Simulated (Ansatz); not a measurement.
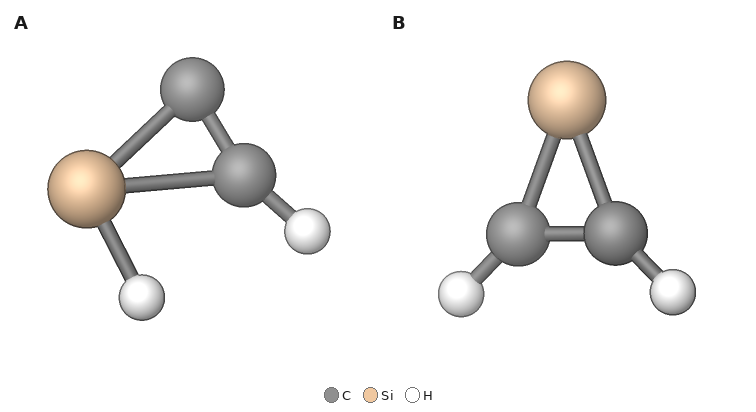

2 stationary structures of one formula. Geometries: PBE-D4/def2-SVP. Electronic energies: PBE-D4/def2-SVP (Ansatz 0.2.0), without zero-point energy. No frequency run is at hand to confirm each as a minimum.

Question: Rank them by energy, lowest first.

Answer: B is lowest (C2v); A lies 44.3 kcal/mol above it.
